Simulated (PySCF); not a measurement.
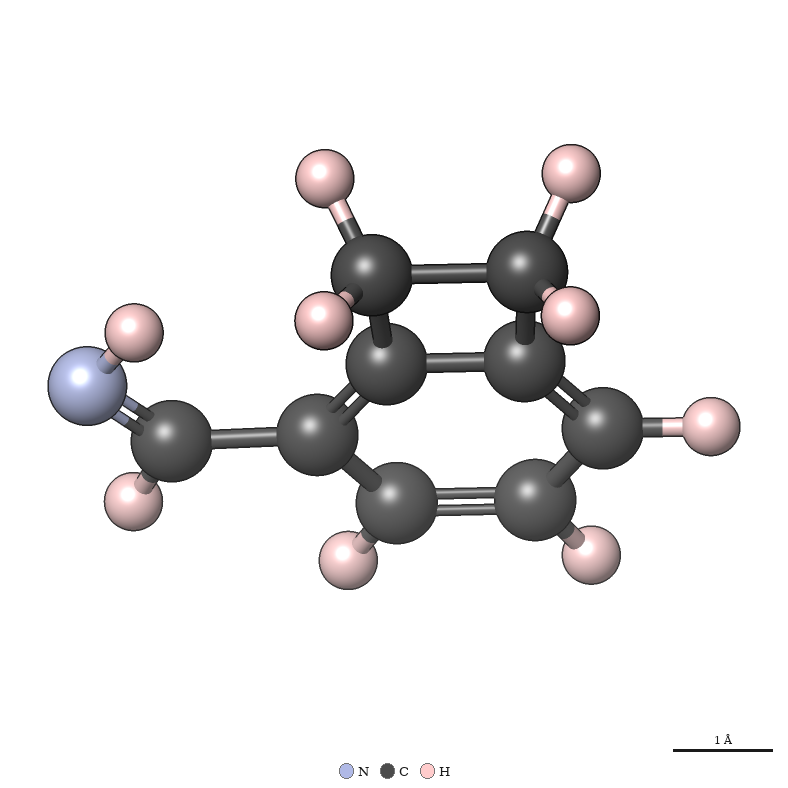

The picture shows a molecular structure as a ball-and-stick model. Double and triple bonds are drawn as two and three sticks.

The geometry was computed by an optimisation with PBE0-D3(BJ)/def2-SVP. No frequency run is at hand to confirm it as a minimum.

> What is the molecular formula?

C9H9N, 19 atoms: 9 carbon, 9 hydrogen and 1 nitrogen.

> Give the symmetry (Schoenflies symbol).

Cs.

> How many bonds of each kind are drawn?

10 C–C, 8 C–H, 1 N–H, 1 C–N.

> Give a SMILES string for it.

[H]/N=C\c1cccc2c1CC2

More results for the same structure follow; atom numbers are the same in all pictures, views and colours differ.

**Geometry**

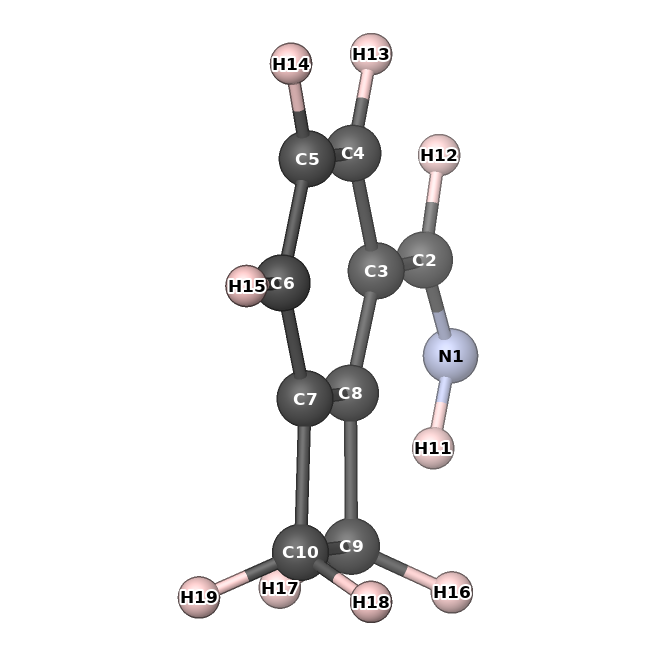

C2 lies behind C3. The molecule seen a little off the C3–C2 bond, C3 in front. Distant atoms are faded towards the background colour. No frequency run is at hand to confirm it as a minimum.

> What is the torsion angle C4–C3–C2–N1? The sign is positive where the front bond must turn clockwise to cover the back bond.

180°, antiperiplanar (anti).

**Dipole moment**

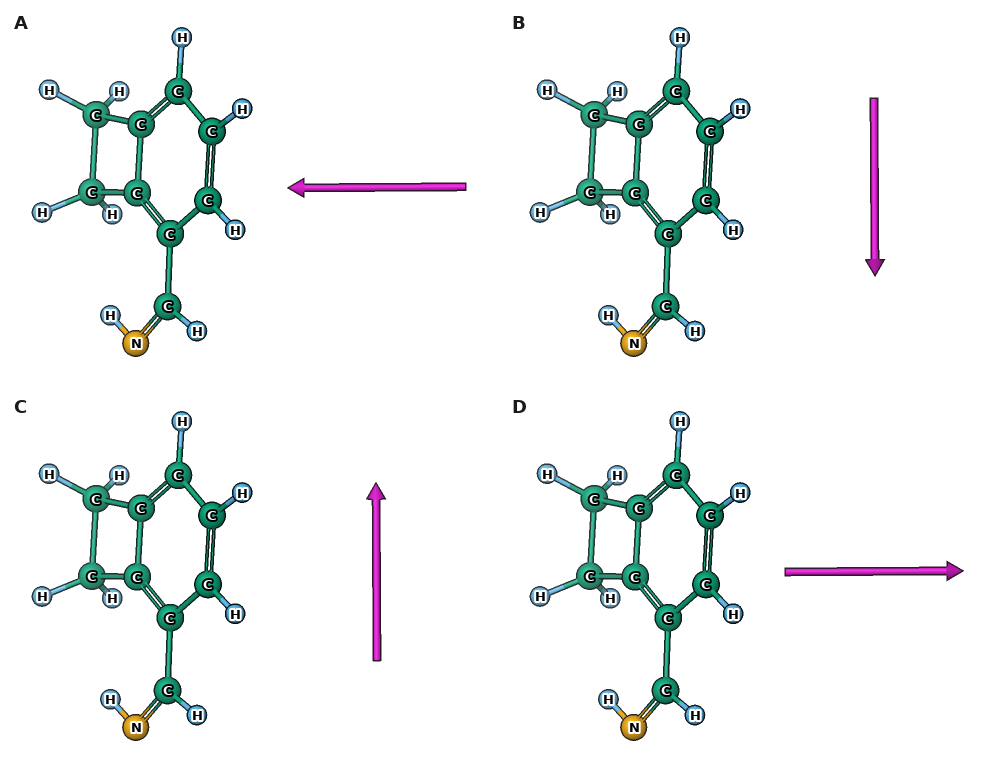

The same molecule four times, each with an arrow. No frequency run is at hand to confirm it as a minimum. Properties computed with PBE0/pcSseg-1 in dichloromethane (IEF-PCM) (PySCF 2.14.0).

> Which arrow points along the dipole moment, from the negative to the positive end?

C. The dipole moment is 3.85 D.

**Quadrupole coupling**

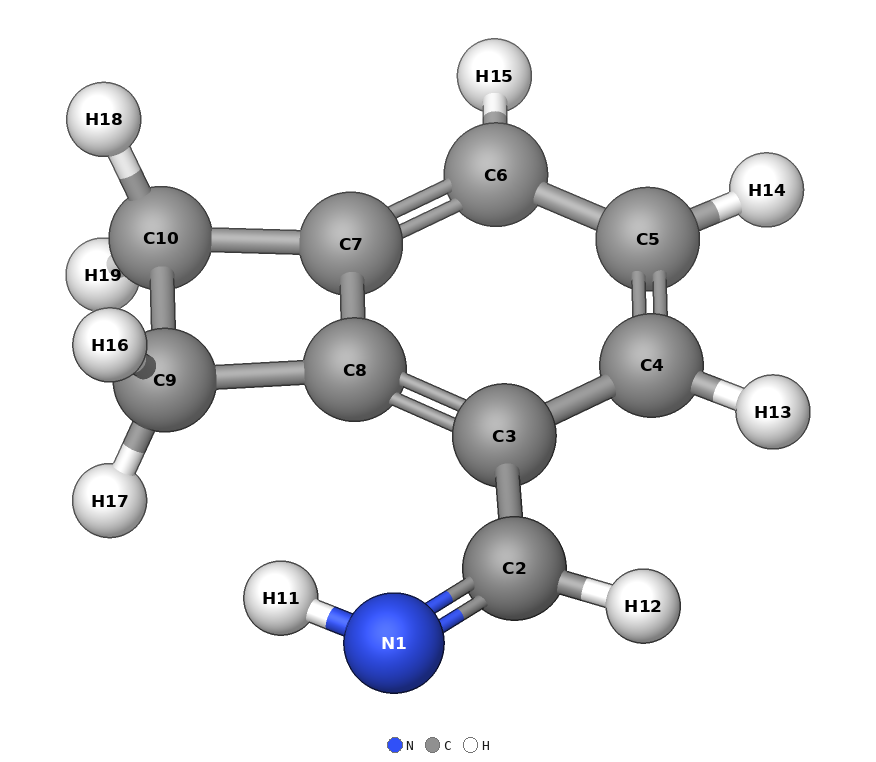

No frequency run is at hand to confirm it as a minimum. Electric field gradients from the ground-state density, PBE0/pcSseg-1 in dichloromethane (IEF-PCM) (PySCF 2.14.0), non-relativistic apart from any core potentials.

Give the largest field-gradient component, the quadrupole coupling constant and the asymmetry for 14N at N1 (Q = 20.44 mb).

| atom | V_zz (a.u.) | e²qQ/h (MHz) | η |
| --- | --- | --- | --- |
| N1 | −0.908 | −4.36 | 0.39 |

**Ring current**

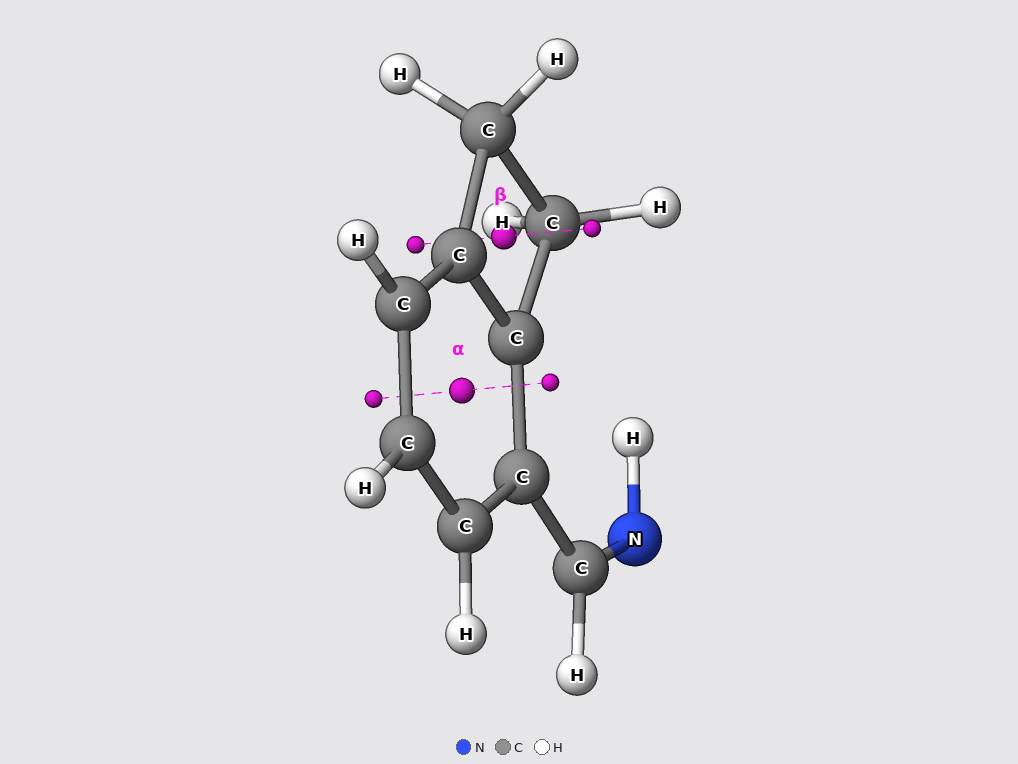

The small points mark where nucleus-independent chemical shifts (NICS) were computed: at the centre of each lettered ring and 1 Å above and below it. No frequency run is at hand to confirm it as a minimum. Properties computed with GIAO PBE0/pcSseg-1 NMR shielding, non-relativistic, IEF-PCM dichloromethane (PySCF 2.14.0).

Give NICS(0), NICS(1) and the out-of-plane component NICS(1)zz for each ring (means of the two sides).

| ring | members | NICS(0) | NICS(1) | NICS(1)zz |
| --- | --- | --- | --- | --- |
| α | C6 | −8.7 | −11.1 | −26.8 |
| β | C4 | 4.5 | −1.0 | 3.8 |

Values in ppm.

> What do the values say about the ring currents?

Ring α: diatropic, as in an aromatic ring. NICS is one index among several.

**NMR shielding**

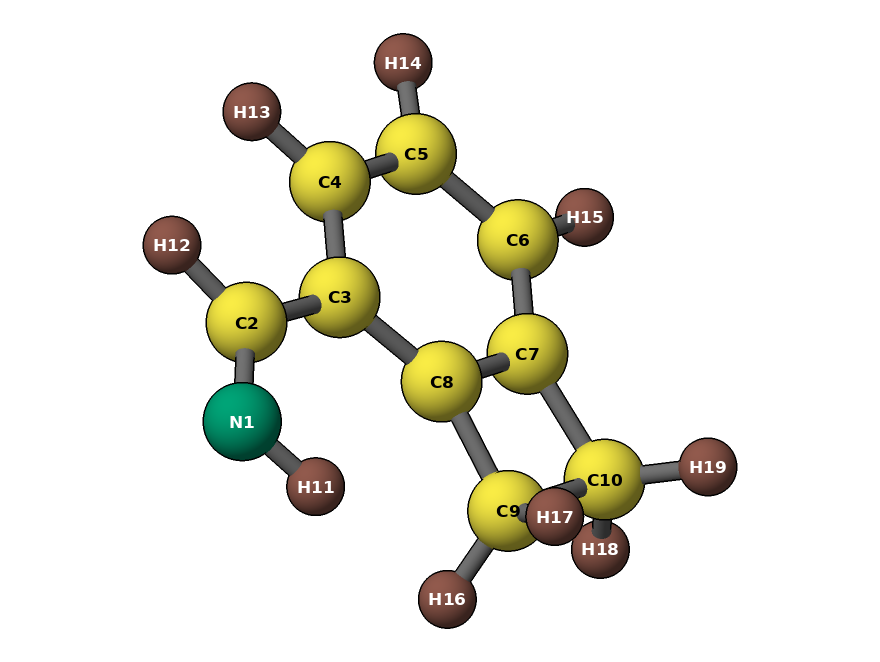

No frequency run is at hand to confirm it as a minimum. Method: GIAO PBE0/pcSseg-1 NMR shielding, non-relativistic, IEF-PCM dichloromethane (PySCF 2.14.0). Principal shieldings σ11 ≤ σ22 ≤ σ33, span Ω = σ33 − σ11, skew κ = 3(σiso − σ22)/Ω.

Give the shielding tensors of the N atoms.

```tsv
atom	σ11	σ22	σ33	σiso	Ω	κ
N1	−351.4	−103.8	245.9	−69.8	597.3	0.17
```

Shieldings and span in ppm.
